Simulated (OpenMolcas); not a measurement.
**Ta²⁺ among point charges: CASSCF levels and susceptibility**

Aim: the splitting of the states of Ta²⁺ in the field of 2 point charges, its lowest levels with spin-orbit coupling and its magnetic susceptibility.

Method: state-averaged CASSCF, spin-orbit coupling by RASSI with atomic mean-field integrals. Code: OpenMolcas 26.06.

1 further run of the same task is left out (it didn't finish).

**1. Starting point**

* Species: Ta²⁺ (tantalum, Z = 73, 71 electrons)
* Basis: ANO-RCC-VDZP [7s6p4d2f1g], 68 functions
* Scalar Hamiltonian: DKH2, point nucleus
* Inactive shells: 1s 2s 2p 3s 3p 3d 4s 4p 4d 4f 5s 5p
* Active space: 3 electrons in 5 orbitals (5d)
* Some configurations of this space: 5d³
* Orbitals: optimised for each spin and parity, averaged over all roots

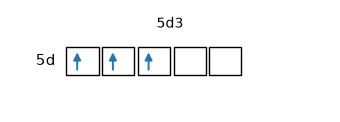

Occupation of the outer shells (arrows by Hund's rule).

The ion sits among 2 point charges of -1 e arranged as a linear pair (D∞h), 1.93 Å from the ion. The active orbitals were held to one l.

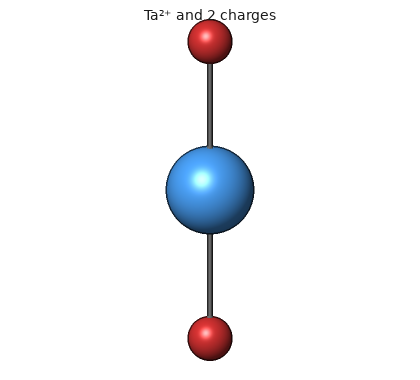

The ion and the point charges (red).

The work runs as a chain of OpenMolcas steps in one folder; each step below is one input file. Labels, J, g values, rates, χT and fits are worked out afterwards by a script from the matrices that RASSI stores. The input lists half of the charges; inversion (Group=XYZ) makes the rest.

**2. One- and two-electron integrals**

a.inp reads:

```
&GATEWAY
Coord
1

Ta 0.0 0.0 0.0
Basis=ANO-RCC-VDZP
Group=XYZ
NoMove
AngMom=0.0 0.0 0.0
AMFI
XField
1 Angstrom 0
0.000000 0.000000 1.930000 -1.000000
&SEWARD
```

On the command line:

```console
$ OMP_NUM_THREADS=1 MOLCAS_MEM=1689 MOLCAS_PROJECT=a pymolcas a.inp > a.log
```

**3. Reference wave functions, quartets of even parity, 10 roots**

a.inp reads:

```
&RASSCF
FileOrb=start.orb
Symmetry=1
Spin=4
nActEl=3 0 0
Inactive=15 19
Ras2=5 0
CIRoot=10 10 1
SDav=10
CIMx=300
Iter=120 100
PrWF=0.3
OrbListing=Nothing
MaxOrb=0
SupSym
1
20 4 5 6 7 8 10 11 12 13 14 16 17 18 19 20 23 24 25 26 27
0
>>> COPY $Project.JobIph JOB001
```

start.orb holds the contracted functions of the basis, ordered by shell, or the orbitals of the step before.

**4. CASSCF: doublets of even parity, 40 roots**

a.inp reads:

```
&RASSCF
FileOrb=start.orb
Symmetry=1
Spin=2
nActEl=3 0 0
Inactive=15 19
Ras2=5 0
CIRoot=40 40 1
SDav=40
CIMx=300
Iter=120 100
PrWF=0.3
OrbListing=Nothing
MaxOrb=0
SupSym
1
20 4 5 6 7 8 10 11 12 13 14 16 17 18 19 20 23 24 25 26 27
0
>>> COPY $Project.JobIph JOB002
```

**5. RASSI: spin-orbit coupling between the states**

a.inp reads:

```
&RASSI
NrOfJobIphs=2 10 40
1 2 3 4 5 6 7 8 9 10
1 2 3 4 5 6 7 8 9 10 11 12 13 14 15 16 17 18 19 20 21 22 23 24 25 26 27
28 29 30 31 32 33 34 35 36 37 38 39 40
IphNames
JOB001
JOB002
EJob
SpinOrbit
DIPRint=1.0
SOCoupling=1000.0
Subsets=2
Property=9
'ANGMOM' 1 'ANGMOM' 2 'ANGMOM' 3 'MLTPL  1' 1 'MLTPL  1' 2 'MLTPL  1' 3
'AMFI' 1 'AMFI' 2 'AMFI' 3
SOProperty=3
'ANGMOM' 1 'ANGMOM' 2 'ANGMOM' 3
```

What does the calculation give? Wanted: spin-free ground state; first state of the same spin within the active space; lowest level; next level.

The runs gave:

```
                                            quantity                            value
                                              method                           CASSCF
                              spin-free ground state  4Pi, 2-fold in its orbital part
first state of the same spin within the active space              4Delta at 7410 cm⁻¹
                                        lowest level     2-fold, g = 0.33, 0.40, 0.40
                                          next level                      1004.6 cm⁻¹
                                         χT at 300 K                   0.28 cm³ K/mol
                           effective moment at 300 K                          1.51 μB
```

The spin-free ground state (4Pi) comes to 58 % from free-ion F terms and keeps the highest spin of the shell. χT at 300 K is 0.28, against 1.88 cm³ K/mol for the spin alone, so spin-orbit coupling lowers it. The field of point charges can differ much from that of real complexes. This is an electrostatic model: the charges have no orbitals.
